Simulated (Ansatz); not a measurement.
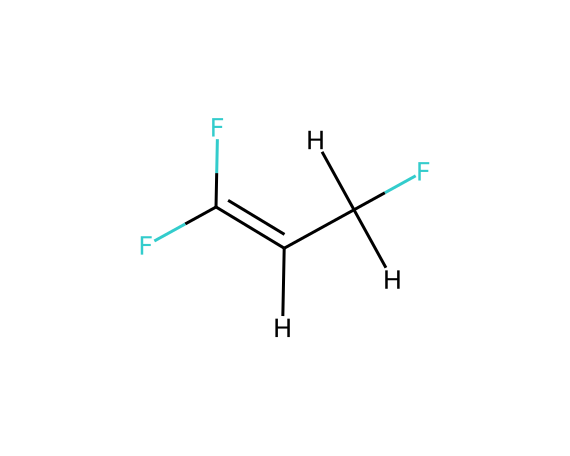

A structural formula.

Give its SMILES.

FCC=C(F)F

What is the molecular formula?

C3H3F3.

An optimisation with PBE0-D4/def2-TZVP gave a structure of which point group?

C1. Other conformers may differ.

The parts below concern this one geometry. Atoms keep their numbers from picture to picture. Computed geometry: PBE0-D4/def2-TZVP optimisation.

### Thermal motion

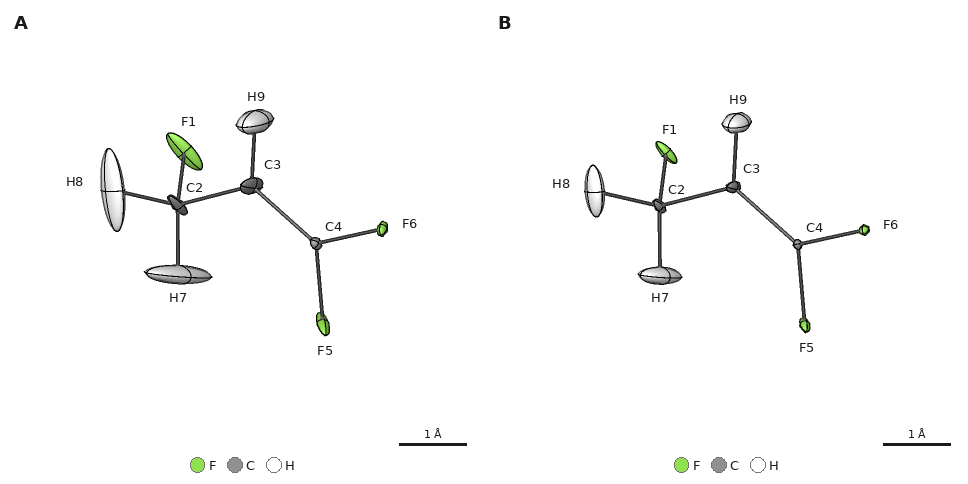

Displacement ellipsoids at the 50 % level, from the internal vibrations of the free molecule (harmonic, no overall translation or rotation; no half-axis is drawn under 0.075 Å). Vibrations computed with RKS PBE0-D4/def2-TZVP (Ansatz 0.2.0). One panel is for 200 K, the other for 600 K.

Which panel is for 600 K?

A.

How much does the mean-square displacement of F1 grow, and why?

U_eq goes from 0.0077 to 0.0220 Å², a factor of 2.8. Modes below kT (417 cm⁻¹ at 600 K) grow about in proportion to T, and the lowest lies at 73 cm⁻¹; the mean-square amplitude of a mode is its zero-point value times coth(ħω/2kT), which comes close to 1 only above about 3kT.

### Vibrations

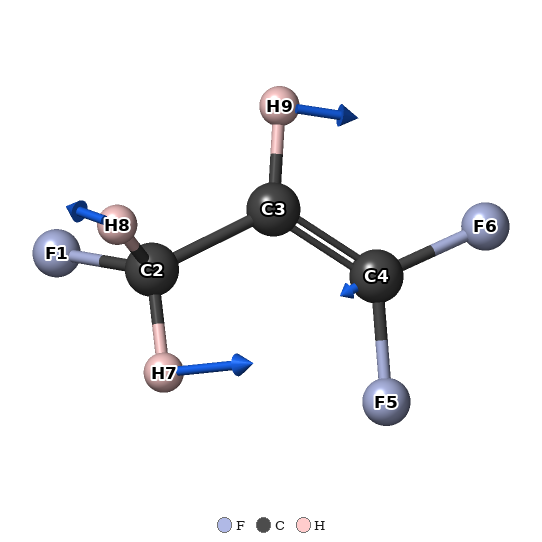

The arrows show one normal mode. Harmonic vibrations computed with RKS PBE0-D4/def2-TZVP (Ansatz 0.2.0) at a stationary point of the same level.

At what wavenumber does it lie?

1251 cm⁻¹; it is mode 13 of 21 counted from the lowest.

### Electronic properties

Properties computed with RKS ωB97M-V/def2-TZVPP (Ansatz 0.2.0).

What is the HOMO energy (Kohn–Sham orbital)?

−10.22 eV.

Estimate the dipole moment.

1.53 D.

Estimate the HOMO–LUMO gap.

12.43 eV.
